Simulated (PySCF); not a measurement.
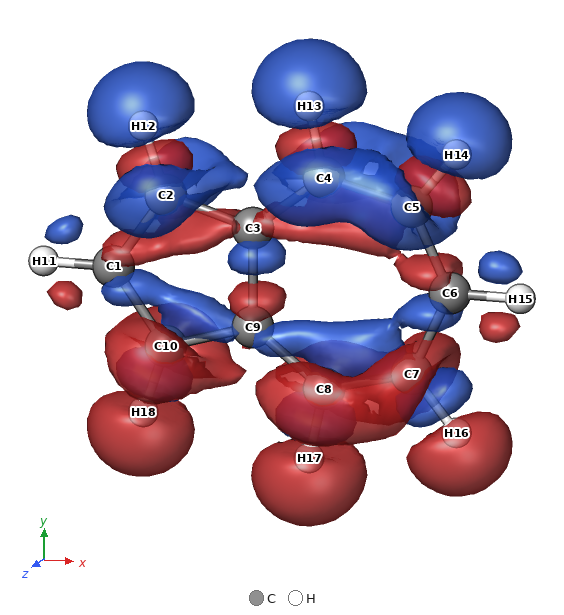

Figure. C₁₀H₈, SMILES `C1=CC2=CC=CC=CC2=C1`. Change of the electron density in a uniform field of 0.21 V/Å, surfaces at ±0.0015 e/Å³ (red: gain, blue: loss).

Method: BP86/6-31+G*; geometry: GFN2-xTB; program: PySCF. No frequency check shows the geometry to be a minimum. The basis has diffuse s and p functions alone, which still leaves polarisabilities too small, most of all across bonds.

Coordinates in Å:

```
C1      -2.6893    0.0000    0.0000
C2      -1.8866    1.1368    0.0000
C3      -0.5467    0.7436    0.0000
C4       0.5474    1.5877    0.0000
C5       1.8950    1.2576    0.0000
C6       2.4825    0.0000    0.0000
C7       1.8950   -1.2576    0.0000
C8       0.5474   -1.5877    0.0000
C9      -0.5467   -0.7436    0.0000
C10     -1.8866   -1.1368    0.0000
H11     -3.7656   -0.0001    0.0000
H12     -2.2339    2.1539    0.0000
H13      0.3158    2.6478    0.0000
H14      2.5836    2.0940    0.0000
H15      3.5669   -0.0001    0.0000
H16      2.5836   -2.0940    0.0000
H17      0.3158   -2.6478    0.0000
H18     -2.2339   -2.1539    0.0000
```

The field was applied in both directions; the picture shows the one opposite to the script's first.

### Along which Cartesian direction does the field point?

Along +y: electrons gather on the −y side, against the field.

### What dipole is induced, and what polarisability does it imply?

The induced dipole is 1.29 D (along the field); α along this axis, from the fields in both directions, is 127 bohr³ (18.9 Å³).
